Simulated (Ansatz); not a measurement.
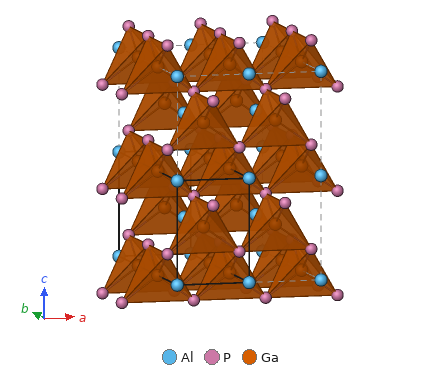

Polyhedra are drawn about Ga (bonds: Ga–P below 2.7 Å); other atoms are plain spheres.

The compound is AlGa₂P₃ (space group Imm2, No. 44), taken as the input geometry of an electronic-structure calculation (not necessarily at equilibrium); the starting structure was generated, so it need not be a known form of this composition.

What figure surrounds each Ga atom, and what does it share with the other drawn polyhedra?

Answer. Ga: GaP4 tetrahedron, sharing corners with seven neighbours.

How do these polyhedra hang together as a whole?

Answer. They form a three-dimensional framework of corner-sharing tetrahedra.
